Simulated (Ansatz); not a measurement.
## HfO2 (tetragonal-ZrO2 type, space group P4_2/nmc): energy against volume

HfO$_{2}$ (tetragonal-ZrO2 type, space group P4_2/nmc)

```cif
data_Hf2O4
_chemical_formula_sum 'Hf2 O4'
_space_group_name_H-M_alt 'P42/nmc :1'
_space_group_IT_number 137
_space_group_name_Hall 'P 4n 2n -1n'
_cell_length_a 3.56707
_cell_length_b 3.56707
_cell_length_c 5.16595
_cell_angle_alpha 90.000
_cell_angle_beta 90.000
_cell_angle_gamma 90.000
loop_
_space_group_symop_operation_xyz
  'x, y, z'
  '-y+1/2, x+1/2, z+1/2'
  '-x, -y, z'
  'y+1/2, -x+1/2, z+1/2'
  'x+1/2, -y+1/2, -z+1/2'
  '-y, -x, -z'
  '-x+1/2, y+1/2, -z+1/2'
  'y, x, -z'
  '-x+1/2, -y+1/2, -z+1/2'
  'y, -x, -z'
  'x+1/2, y+1/2, -z+1/2'
  '-y, x, -z'
  '-x, y, z'
  'y+1/2, x+1/2, z+1/2'
  'x, -y, z'
  '-y+1/2, -x+1/2, z+1/2'
loop_
_atom_site_label
_atom_site_type_symbol
_atom_site_symmetry_multiplicity
_atom_site_Wyckoff_symbol
_atom_site_fract_x
_atom_site_fract_y
_atom_site_fract_z
_atom_site_occupancy
Hf1 Hf 2 a 0.00000 0.00000 0.00000 1
O1 O 4 d 0.00000 0.50000 0.20010 1
```

E(V) scan at fixed shape, V₀ the volume above. The atoms relax within the cell's symmetry.

Level of theory: PBEsol (plane waves to 420 eV, PAW, scalar-relativistic; Ansatz, a first-principles code). k mesh 10×10×7 (Γ-centred), Fermi-Dirac smearing 0.05 eV. The energy includes the smearing's −TS. With the shape held, the modulus is that of even scaling; a crystal free to change shape is softer. HfO2 is run without spin polarisation. HfO2 was relaxed with its symmetry unable to fall. Spin-orbit coupling is left out, though Hf is heavy. This is a high-temperature form of HfO2. ΔE is measured from the relaxed starting cell.

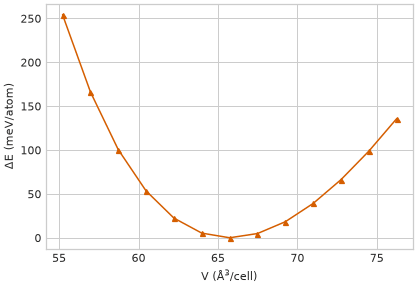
Fig. 1. ΔE (meV/atom) against V (Å³/cell); computed points joined by lines.

The pressure derivative B₀′ (fit) is 4.8, the pressure for 5 % compression (fit) comes out as 12.0 GPa and the pressure at the smallest volume is 54.9 GPa. The equilibrium volume of the fit is 10.96 Å³/atom. The bulk modulus at fixed cell shape B₀ (third-order Birch-Murnaghan fit) is 207 GPa.

P = (3B₀/2)(x⁷ − x⁵)[1 + ¾(B₀′ − 4)(x² − 1)] with x = (1/0.95)^(1/3), B₀ = 207 GPa and B₀′ = 4.81.

(A scan under strain: stresses follow from slopes of the energy per volume, elastic moduli from its curvatures.)
